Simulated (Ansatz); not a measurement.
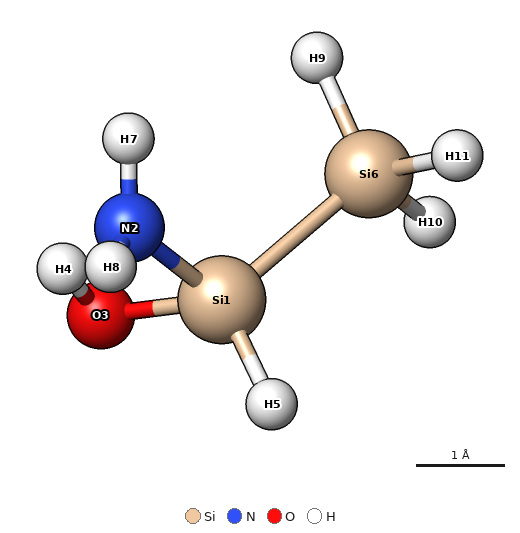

*The starting structure (ball-and-stick view, seen at a tilt; atoms are numbered from 1 in the order of the input).*

Bond lengths as drawn: H–N 1.00 to 1.02 Å, H–O 1.03 Å, H–Si 1.47 to 1.49 Å, N–Si 1.79 Å, O–Si 1.63 Å and Si–Si 2.35 Å.

Si2NH7O: geometry relaxation (part 1 of 2)

System: Si2NH7O.
Method: RKS PBE0-D4/def2-TZVP (Ansatz 0.2.0).

The geometry is a transition state displaced along its imaginary mode. The reaction was set up to form N2–H4 and to break Si1–N2 and O3–H4 (atoms counted from 1 in the order of the input); sticks are drawn by distance alone. Figures and captions count atoms from 1; the log counts them from 0 in places.

## The input
```yaml
crystal:
  periodic: [false, false, false]
  atoms:
    - {symbol: Si, position_ang: [-0.665477, 0.406858, -0.230807]}
    - {symbol: N, position_ang: [0.670474, 1.512869, 0.213663]}
    - {symbol: O, position_ang: [-0.411982, 0.974352, -1.733623]}
    - {symbol: H, position_ang: [0.353284, 1.514132, -1.304778]}
    - {symbol: H, position_ang: [-1.872197, 0.852774, 0.481400]}
    - {symbol: Si, position_ang: [-0.137502, -1.832530, 0.259676]}
    - {symbol: H, position_ang: [1.610808, 1.173171, 0.408229]}
    - {symbol: H, position_ang: [0.477912, 2.347136, 0.738206]}
    - {symbol: H, position_ang: [1.242327, -2.141259, -0.207650]}
    - {symbol: H, position_ang: [-1.086298, -2.792468, -0.362509]}
    - {symbol: H, position_ang: [-0.181450, -2.014935, 1.738191]}
basis:
  gaussian: {orbitals: def2-TZVP}
hamiltonian: {xc: pbe0, dispersion: d4}
relax: {f_tol: 0.005, max_steps: 200}
```

Hardware: 4 threads of Arm Neoverse V1, 23 GiB of memory available, shared host.

Command:
```bash
ansatz run in.yaml --threads 4 --pin off --events-out ev --progress --plain --max-ram 9574MiB
```

## Log
```
Functional definition: PBE0
  name "PBE0"
  cite "Adamo & Barone, J. Chem. Phys. 110, 6158 (1999) doi:10.1063/1.478522"
  cite "Perdew, Burke & Ernzerhof, Phys. Rev. Lett. 77, 3865 (1996) doi:10.1103/PhysRevLett.77.3865"
  parent pbe
  parameter a = 0.25
  parameter kappa = 0.804
  parameter beta = 0.06672455060314922
  exchange = (1 - a)*pbe_x(kappa = kappa, mu = beta*pi^2/3) + a*exact_x
  correlation = pbe_c(beta = beta)
1150 factors; their error is unknown
mean field evaluation 1: about -19389.3021 eV, gradient 7.3e1 eV
mean field evaluation 2: about -19368.8061 eV, gradient 1.2e2 eV
mean field evaluation 4: about -19398.3945 eV, gradient 8.2e0 eV
mean field evaluation 8: about -19398.5148 eV, gradient 3.2e-1 eV
mean field evaluation 16: about -19398.5858 eV, gradient 9.0e-5 eV
mean field -19398.58579872 eV, -712.8848792691 hartree, gradient 2.6e-5 eV, S^2 0.000000; 0 other end points of the search recorded, 0 dependent functions left out
the calculation of the forces begins
reference -19398.58583298 eV, -712.8848805283 hartree; 25, 25 occupied and 153, 153 virtual orbitals, 1150 factors
relax step   1: F+E_penalty+E_count = -19398.77497749 eV  Δ(F+E_penalty+E_count) = +0.000e0 eV  max|allowed force component| = 1.684e0 eV/Å  Δτ_max = 0.0000 Å  (28 SCF iters, accepted)
these checks for a lower state are left out or cut short: starts, cluster_reference, orbital_swaps, neighbouring_geometries, increment
1150 factors; their error is unknown
mean field -19398.97040214 eV, -712.8990131841 hartree, gradient 1.4e-5 eV, S^2 0.000000; 0 other end points of the search recorded, 0 dependent functions left out
[... from here on the field's lines of each further geometry are left out, up to the last ...]
relax step   2: F+E_penalty+E_count = -19399.15996629 eV  Δ(F+E_penalty+E_count) = -3.850e-1 eV  max|allowed force component| = 1.781e0 eV/Å  Δτ_max = 0.1581 Å  (30 SCF iters, accepted)
relax step   3: F+E_penalty+E_count = -19399.42234818 eV  Δ(F+E_penalty+E_count) = -2.624e-1 eV  max|allowed force component| = 1.574e0 eV/Å  Δτ_max = 0.1941 Å  (29 SCF iters, accepted)
relax step   4: F+E_penalty+E_count = -19399.71533507 eV  Δ(F+E_penalty+E_count) = -2.930e-1 eV  max|allowed force component| = 7.098e-1 eV/Å  Δτ_max = 0.1998 Å  (30 SCF iters, accepted)
relax step   5: F+E_penalty+E_count = -19399.81578025 eV  Δ(F+E_penalty+E_count) = -1.004e-1 eV  max|allowed force component| = 8.852e-1 eV/Å  Δτ_max = 0.1947 Å  (29 SCF iters, accepted)
relax step   6: F+E_penalty+E_count = -19399.88609223 eV  Δ(F+E_penalty+E_count) = -7.031e-2 eV  max|allowed force component| = 2.425e-1 eV/Å  Δτ_max = 0.1994 Å  (36 SCF iters, accepted)
relax step   7: F+E_penalty+E_count = -19399.89459043 eV  Δ(F+E_penalty+E_count) = -8.498e-3 eV  max|allowed force component| = 4.899e-1 eV/Å  Δτ_max = 0.1999 Å  (36 SCF iters, accepted)
relax step   8: F+E_penalty+E_count = -19399.90290439 eV  Δ(F+E_penalty+E_count) = -8.314e-3 eV  max|allowed force component| = 2.461e-1 eV/Å  Δτ_max = 0.1770 Å  (36 SCF iters, accepted)
relax step   9: F+E_penalty+E_count = -19399.90679979 eV  Δ(F+E_penalty+E_count) = -3.895e-3 eV  max|allowed force component| = 1.240e-1 eV/Å  Δτ_max = 0.1999 Å  (35 SCF iters, accepted)
relax step  10: F+E_penalty+E_count = -19399.90581595 eV  Δ(F+E_penalty+E_count) = +9.838e-4 eV  max|allowed force component| = 2.116e-1 eV/Å  Δτ_max = 0.2000 Å  (28 SCF iters, rejected (line search))
relax step  11: F+E_penalty+E_count = -19399.91656998 eV  Δ(F+E_penalty+E_count) = -9.770e-3 eV  max|allowed force component| = 2.556e-2 eV/Å  Δτ_max = 0.0999 Å  (30 SCF iters, accepted)
relax step  12: F+E_penalty+E_count = -19399.91740350 eV  Δ(F+E_penalty+E_count) = -8.335e-4 eV  max|allowed force component| = 1.093e-2 eV/Å  Δτ_max = 0.0261 Å  (30 SCF iters, accepted)
relax step  13: F+E_penalty+E_count = -19399.91753976 eV  Δ(F+E_penalty+E_count) = -1.363e-4 eV  max|allowed force component| = 2.220e-2 eV/Å  Δτ_max = 0.0153 Å  (31 SCF iters, accepted)
relax step  14: F+E_penalty+E_count = -19399.91761221 eV  Δ(F+E_penalty+E_count) = -7.245e-5 eV  max|allowed force component| = 2.250e-2 eV/Å  Δτ_max = 0.0206 Å  (30 SCF iters, accepted)
relax step  15: F+E_penalty+E_count = -19399.91761914 eV  Δ(F+E_penalty+E_count) = -6.925e-6 eV  max|allowed force component| = 3.495e-2 eV/Å  Δτ_max = 0.0145 Å  (31 SCF iters, accepted)
relax step  16: F+E_penalty+E_count = -19399.91765629 eV  Δ(F+E_penalty+E_count) = -3.715e-5 eV  max|allowed force component| = 6.639e-3 eV/Å  Δτ_max = 0.0034 Å  (24 SCF iters, accepted)
relax step  17: F+E_penalty+E_count = -19399.91766189 eV  Δ(F+E_penalty+E_count) = -5.607e-6 eV  max|allowed force component| = 1.093e-2 eV/Å  Δτ_max = 0.0034 Å  (24 SCF iters, accepted)
relax step  18: F+E_penalty+E_count = -19399.91765834 eV  Δ(F+E_penalty+E_count) = +3.550e-6 eV  max|allowed force component| = 2.137e-2 eV/Å  Δτ_max = 0.0023 Å  (32 SCF iters, rejected (line search))
relax step  19: F+E_penalty+E_count = -19399.91767210 eV  Δ(F+E_penalty+E_count) = -1.021e-5 eV  max|allowed force component| = 6.587e-3 eV/Å  Δτ_max = 0.0011 Å  (23 SCF iters, accepted)
relax step  20: F+E_penalty+E_count = -19399.91768824 eV  Δ(F+E_penalty+E_count) = -1.614e-5 eV  max|allowed force component| = 1.484e-2 eV/Å  Δτ_max = 0.0090 Å  (32 SCF iters, accepted)
relax step  21: F+E_penalty+E_count = -19399.91750401 eV  Δ(F+E_penalty+E_count) = +1.842e-4 eV  max|allowed force component| = 1.204e-1 eV/Å  Δτ_max = 0.0572 Å  (30 SCF iters, rejected (line search))
relax step  22: F+E_penalty+E_count = -19399.91756802 eV  Δ(F+E_penalty+E_count) = +1.202e-4 eV  max|allowed force component| = 2.759e-2 eV/Å  Δτ_max = 0.0086 Å  (32 SCF iters, rejected (line search))
relax step  23: F+E_penalty+E_count = -19399.91770339 eV  Δ(F+E_penalty+E_count) = -1.515e-5 eV  max|allowed force component| = 4.261e-3 eV/Å  Δτ_max = 0.0042 Å  (33 SCF iters, accepted)
relax step  24: F+E_penalty+E_count = -19399.91772759 eV  Δ(F+E_penalty+E_count) = -2.419e-5 eV  max|allowed force component| = 3.694e-2 eV/Å  Δτ_max = 0.0263 Å  (31 SCF iters, accepted)
relax step  25: F+E_penalty+E_count = -19399.91774406 eV  Δ(F+E_penalty+E_count) = -1.647e-5 eV  max|allowed force component| = 3.615e-2 eV/Å  Δτ_max = 0.0107 Å  (31 SCF iters, accepted)
relax step  26: F+E_penalty+E_count = -19399.91776133 eV  Δ(F+E_penalty+E_count) = -1.727e-5 eV  max|allowed force component| = 1.980e-2 eV/Å  Δτ_max = 0.0015 Å  (24 SCF iters, accepted)
relax step  27: F+E_penalty+E_count = -19399.91779405 eV  Δ(F+E_penalty+E_count) = -3.272e-5 eV  max|allowed force component| = 7.314e-3 eV/Å  Δτ_max = 0.0098 Å  (31 SCF iters, accepted)
relax step  28: F+E_penalty+E_count = -19399.91779519 eV  Δ(F+E_penalty+E_count) = -1.140e-6 eV  max|allowed force component| = 9.158e-2 eV/Å  Δτ_max = 0.0465 Å  (29 SCF iters, accepted)
relax step  29: F+E_penalty+E_count = -19399.91786881 eV  Δ(F+E_penalty+E_count) = -7.362e-5 eV  max|allowed force component| = 3.170e-2 eV/Å  Δτ_max = 0.0142 Å  (31 SCF iters, accepted)
relax step  30: F+E_penalty+E_count = -19399.91791138 eV  Δ(F+E_penalty+E_count) = -4.257e-5 eV  max|allowed force component| = 1.030e-2 eV/Å  Δτ_max = 0.0112 Å  (31 SCF iters, accepted)
relax step  31: F+E_penalty+E_count = -19399.91792064 eV  Δ(F+E_penalty+E_count) = -9.263e-6 eV  max|allowed force component| = 4.253e-2 eV/Å  Δτ_max = 0.0358 Å  (30 SCF iters, accepted)
relax step  32: F+E_penalty+E_count = -19399.91795539 eV  Δ(F+E_penalty+E_count) = -3.475e-5 eV  max|allowed force component| = 2.073e-2 eV/Å  Δτ_max = 0.0076 Å  (32 SCF iters, accepted)
relax step  33: F+E_penalty+E_count = -19399.91796532 eV  Δ(F+E_penalty+E_count) = -9.930e-6 eV  max|allowed force component| = 6.267e-3 eV/Å  Δτ_max = 0.0030 Å  (24 SCF iters, accepted)
relax step  34: F+E_penalty+E_count = -19399.91796045 eV  Δ(F+E_penalty+E_count) = +4.871e-6 eV  max|allowed force component| = 8.028e-3 eV/Å  Δτ_max = 0.0058 Å  (32 SCF iters, rejected (line search))
the calculation of the forces begins
reference -19399.72676873 eV, -712.9268091436 hartree; 25, 25 occupied and 153, 153 virtual orbitals, 1150 factors
relax step  35: F+E_penalty+E_count = -19399.91797225 eV  Δ(F+E_penalty+E_count) = -6.933e-6 eV  max|allowed force component| = 2.894e-3 eV/Å  Δτ_max = 0.0028 Å  (23 SCF iters, accepted)
1150 factors; their error is unknown
mean field evaluation 256: about -19399.7267 eV, gradient 2.5e-5 eV
```

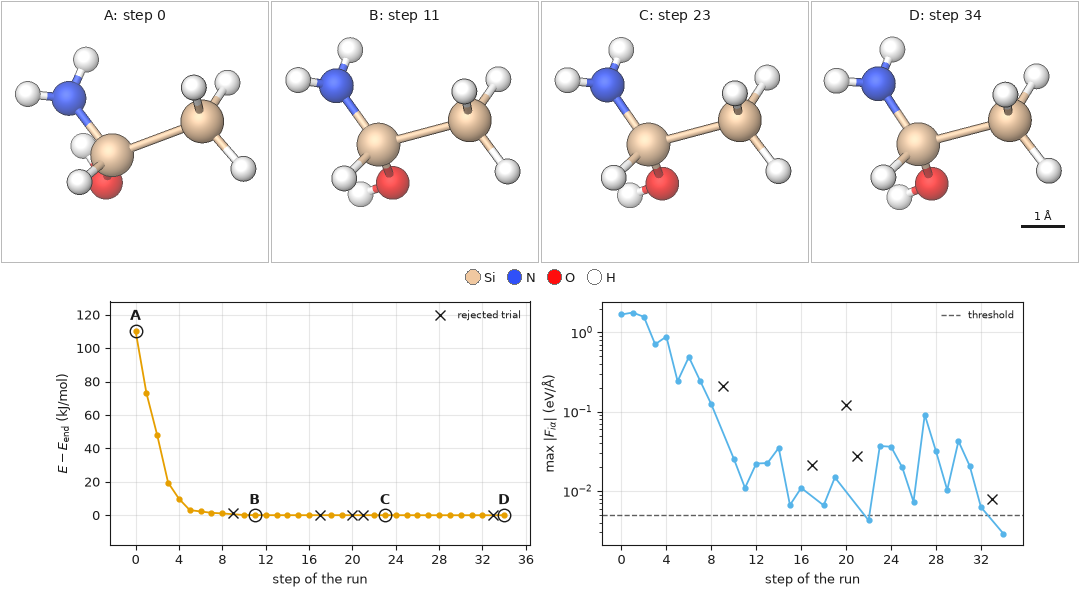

*Frames of the relaxation (ball-and-stick view, seen at a tilt) above the curves, on which the letters mark them (the first geometry is step 0 here and step 1 in the log).*

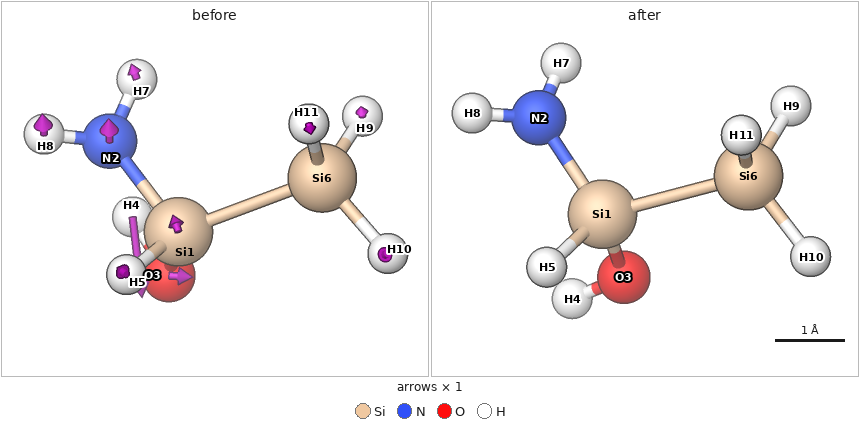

*Before (left) and after (right) the relaxation, at one scale (ball-and-stick view, seen at a tilt). The pink arrows give the displacements, at true length.*

After 34 geometry steps the energy has fallen by 110.3 kJ/mol. The largest force component goes from 1.7 to 0.0029 eV/Å. The line search rejected the trial steps at points 9, 17, 20, 21, 33 (counted from 0) and went back. The atom that moves furthest after the best rigid fit is H4 (1.22 Å). By element the largest moves are H 1.22 Å, N 0.45 Å, O 0.37 Å, Si 0.29 Å. Among the contacts that change: Si1–N2 1.790 → 1.709 Å, O3–H4 1.030 → 0.959 Å, Si1–O3 1.626 → 1.653 Å, Si1–H5 1.470 → 1.491 Å. Among the angles that change: Si1–O3–H4 85.1° → 117.3°, N2–Si1–O3 84.1° → 115.4°, O3–Si1–Si6 119.3° → 103.5°. (Atoms are counted from 1 in the order of the input.)
